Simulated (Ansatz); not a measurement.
## Run report: CH2F2, geometry relaxation

CH2F2, computed with RKS PBE0-D4/def2-TZVP (Ansatz 0.2.0).

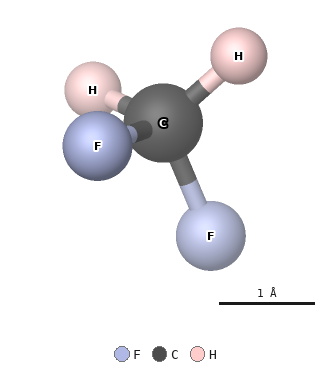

**Figure 1.** The starting structure (ball-and-stick view, seen at a tilt).

Key numbers

| quantity | value |
| --- | --- |
| outcome | converged |
| total energy | −6499.5892 eV |
| mean-field energy | −6499.5596 eV |
| dispersion energy | −0.0296 eV |
| SCF solution under orbital rotations | stable |
| largest force (length of the vector) at the end | 0.001 eV/Å |
| dipole moment | 1.86 D |
| hardware | 4 threads of Arm Neoverse V2, 23 GiB of memory available, shared host |
| wall time | 3.2 s (CPU time 11 s) |
| peak memory | 0.46 GiB |

The input
```yaml
crystal:
  periodic: [false, false, false]
  atoms:
    - {symbol: F, position_ang: [-0.918841, -0.754983, 0.963180]}
    - {symbol: C, position_ang: [0.057378, -0.029947, 1.523231]}
    - {symbol: F, position_ang: [0.717023, 0.605476, 0.442117]}
    - {symbol: H, position_ang: [-0.352886, 0.763489, 2.145223]}
    - {symbol: H, position_ang: [0.792634, -0.672458, 2.004523]}
basis:
  gaussian: {orbitals: def2-TZVP}
hamiltonian: {xc: pbe0, dispersion: d4}
relax: {f_tol: 0.005, max_steps: 200}
```

Launched with:
```bash
ansatz run in.yaml --threads 4 --pin off --events-out ev --progress --plain --max-ram 9574MiB
```

Log
```
Functional definition: PBE0
  name "PBE0"
  cite "Adamo & Barone, J. Chem. Phys. 110, 6158 (1999) doi:10.1063/1.478522"
  cite "Perdew, Burke & Ernzerhof, Phys. Rev. Lett. 77, 3865 (1996) doi:10.1103/PhysRevLett.77.3865"
  parent pbe
  parameter a = 0.25
  parameter kappa = 0.804
  parameter beta = 0.06672455060314922
  exchange = (1 - a)*pbe_x(kappa = kappa, mu = beta*pi^2/3) + a*exact_x
  correlation = pbe_c(beta = beta)
580 factors; their error is unknown
mean field evaluation 1: about -6498.3142 eV, gradient 2.8e1 eV
mean field evaluation 2: about -6498.0350 eV, gradient 3.3e1 eV
mean field evaluation 4: about -6499.4586 eV, gradient 1.2e0 eV
mean field evaluation 8: about -6499.4615 eV, gradient 8.8e-3 eV
mean field evaluation 16: about -6499.4781 eV, gradient 2.1e-5 eV
mean field -6499.47805775 eV, -238.8514131179 hartree, gradient 2.1e-5 eV, S^2 0.000000; 0 other end points of the search recorded, 0 dependent functions left out
the calculation of the forces begins
reference -6499.47807381 eV, -238.8514137082 hartree; 13, 13 occupied and 92, 92 virtual orbitals, 580 factors
relax step   1: F+E_penalty+E_count = -6499.50767659 eV  Δ(F+E_penalty+E_count) = +0.000e0 eV  max|allowed force component| = 2.045e0 eV/Å  Δτ_max = 0.0000 Å  (24 SCF iters, accepted)
these checks for a lower state are left out or cut short: starts, cluster_reference, orbital_swaps, neighbouring_geometries, increment
580 factors; their error is unknown
mean field -6499.53426721 eV, -238.8534787773 hartree, gradient 1.8e-5 eV, S^2 0.000000; 0 other end points of the search recorded, 0 dependent functions left out
the calculation of the forces begins
reference -6499.53428336 eV, -238.8534793711 hartree; 13, 13 occupied and 92, 92 virtual orbitals, 580 factors
relax step   2: F+E_penalty+E_count = -6499.56387806 eV  Δ(F+E_penalty+E_count) = -5.620e-2 eV  max|allowed force component| = 9.856e-1 eV/Å  Δτ_max = 0.0225 Å  (29 SCF iters, accepted)
these checks for a lower state are left out or cut short: starts, cluster_reference, orbital_swaps, neighbouring_geometries, increment
580 factors; their error is unknown
mean field -6499.55749565 eV, -238.8543324069 hartree, gradient 1.7e-5 eV, S^2 0.000000; 0 other end points of the search recorded, 0 dependent functions left out
the calculation of the forces begins
reference -6499.55751197 eV, -238.8543330066 hartree; 13, 13 occupied and 92, 92 virtual orbitals, 580 factors
relax step   3: F+E_penalty+E_count = -6499.58712288 eV  Δ(F+E_penalty+E_count) = -2.324e-2 eV  max|allowed force component| = 3.057e-1 eV/Å  Δτ_max = 0.0237 Å  (28 SCF iters, accepted)
these checks for a lower state are left out or cut short: starts, cluster_reference, orbital_swaps, neighbouring_geometries, increment
580 factors; their error is unknown
mean field evaluation 32: about -6499.5424 eV, gradient 1.3e-3 eV
mean field -6499.55954206 eV, -238.8544076109 hartree, gradient 1.8e-5 eV, S^2 0.000000; 0 other end points of the search recorded, 0 dependent functions left out
the calculation of the forces begins
reference -6499.55955835 eV, -238.8544082095 hartree; 13, 13 occupied and 92, 92 virtual orbitals, 580 factors
relax step   4: F+E_penalty+E_count = -6499.58916668 eV  Δ(F+E_penalty+E_count) = -2.044e-3 eV  max|allowed force component| = 1.135e-2 eV/Å  Δτ_max = 0.0091 Å  (30 SCF iters, accepted)
these checks for a lower state are left out or cut short: starts, cluster_reference, orbital_swaps, neighbouring_geometries, increment
580 factors; their error is unknown
mean field -6499.55954994 eV, -238.8544079006 hartree, gradient 1.8e-5 eV, S^2 0.000000; 0 other end points of the search recorded, 0 dependent functions left out
the calculation of the forces begins
reference -6499.55956624 eV, -238.8544084994 hartree; 13, 13 occupied and 92, 92 virtual orbitals, 580 factors
relax step   5: F+E_penalty+E_count = -6499.58917593 eV  Δ(F+E_penalty+E_count) = -9.255e-6 eV  max|allowed force component| = 9.062e-4 eV/Å  Δτ_max = 0.0006 Å  (30 SCF iters, accepted)
580 factors; their error is unknown
mean field evaluation 64: about -6499.5595 eV, gradient 7.5e-4 eV
```

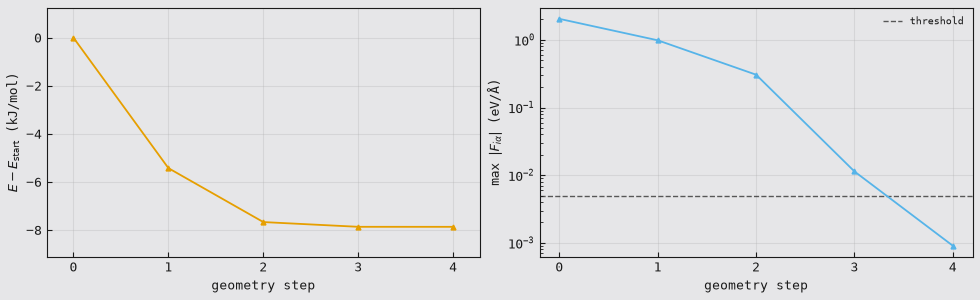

**Figure 2.** Progress of the relaxation, step by step (the first geometry is step 0 here and step 1 in the log).

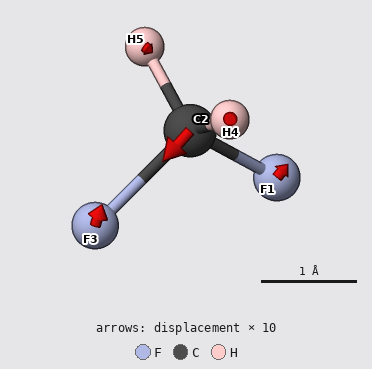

**Figure 3.** The starting structure with the displacements as red arrows, magnified 10 times (ball-and-stick view, seen at a tilt). The two geometries are laid on each other by the best rigid fit. The energy falls by 7.86 kJ/mol in 4 geometry steps. The largest force component goes from 2 to 0.00091 eV/Å. C2 moves most after the best rigid fit: 0.045 Å. By element the largest moves are C 0.045 Å, F 0.025 Å, H 0.012 Å. Distances before and after: C2–F3 1.417 → 1.351 Å, F1–C2 1.339 → 1.351 Å, C2–H4 1.088 → 1.093 Å. Among the angles that change: F1–C2–F3 105.3° → 108.6°, H4–C2–H5 115.6° → 113.0°, F1–C2–H4 111.0° → 108.8°. (Atoms are counted from 1 in the order of the input.)

```
mean field -6499.55954994 eV, -238.8544079006 hartree, gradient 1.8e-5 eV, S^2 0.000000; 1 other end points of the search recorded, 0 dependent functions left out
the calculation of the forces begins
reference -6499.55956624 eV, -238.8544084994 hartree; 13, 13 occupied and 92, 92 virtual orbitals, 580 factors
Total energy: -6499.58919223 eV, -238.8554972346 hartree
Atom 0 at    -0.926330    -0.762045     0.979732 Å, force    -0.000071    -0.000047    -0.000128 eV/Å
Atom 1 at     0.076058    -0.011184     1.487340 Å, force    -0.000096    -0.000039    -0.000231 eV/Å
Atom 2 at     0.716149     0.601119     0.466752 Å, force     0.000020     0.000033    -0.000158 eV/Å
Atom 3 at    -0.352873     0.752135     2.142386 Å, force    -0.000627     0.000906     0.000342 eV/Å
Atom 4 at     0.782305    -0.668447     2.002065 Å, force     0.000774    -0.000852     0.000175 eV/Å
Dipole moment:     0.088869     0.033988     0.374851 e Å
```

Trajectory as extended XYZ (Å, eV, eV/Å), 5 frames, from step=1 to step=5
```
5
Properties=species:S:1:pos:R:3:forces:R:3 step=1 energy=-6499.50768
F    -0.9188   -0.7550    0.9632   -0.1904  -0.1842   0.3559
C     0.0574   -0.0299    1.5232    0.8909   0.9219  -2.0450
F     0.7170    0.6055    0.4421   -0.5539  -0.5968   1.4152
H    -0.3529    0.7635    2.1452   -0.0930  -0.0559   0.1446
H     0.7926   -0.6725    2.0045   -0.0535  -0.0849   0.1294
5
Properties=species:S:1:pos:R:3:forces:R:3 step=2 energy=-6499.56388
F    -0.9254   -0.7614    0.9775   -0.1381  -0.1113   0.0398
C     0.0625   -0.0235    1.5023    0.7140   0.6666  -0.9856
F     0.7236    0.6084    0.4563   -0.4764  -0.4630   0.8052
H    -0.3521    0.7570    2.1414   -0.0686  -0.0265   0.0732
H     0.7867   -0.6689    2.0007   -0.0309  -0.0658   0.0674
5
Properties=species:S:1:pos:R:3:forces:R:3 step=3 energy=-6499.58712
F    -0.9277   -0.7629    0.9778    0.0064   0.0009   0.0271
C     0.0750   -0.0121    1.4868   -0.0645  -0.0668   0.1924
F     0.7134    0.5981    0.4751    0.1511   0.1503  -0.3057
H    -0.3508    0.7551    2.1395   -0.0428  -0.0460   0.0429
H     0.7855   -0.6667    1.9991   -0.0502  -0.0384   0.0433
5
Properties=species:S:1:pos:R:3:forces:R:3 step=4 energy=-6499.58917
F    -0.9265   -0.7623    0.9801    0.0015   0.0020  -0.0044
C     0.0758   -0.0114    1.4875    0.0084   0.0065  -0.0114
F     0.7166    0.6014    0.4671   -0.0086  -0.0065   0.0010
H    -0.3529    0.7522    2.1420   -0.0042   0.0036   0.0078
H     0.7823   -0.6684    2.0016    0.0029  -0.0055   0.0070
5
Properties=species:S:1:pos:R:3:forces:R:3 step=5 energy=-6499.58918
F    -0.9263   -0.7620    0.9797   -0.0001   0.0000  -0.0001
C     0.0761   -0.0112    1.4873   -0.0001   0.0000  -0.0002
F     0.7161    0.6011    0.4668    0.0000   0.0000  -0.0002
H    -0.3529    0.7521    2.1424   -0.0006   0.0009   0.0003
H     0.7823   -0.6684    2.0021    0.0008  -0.0009   0.0002
```
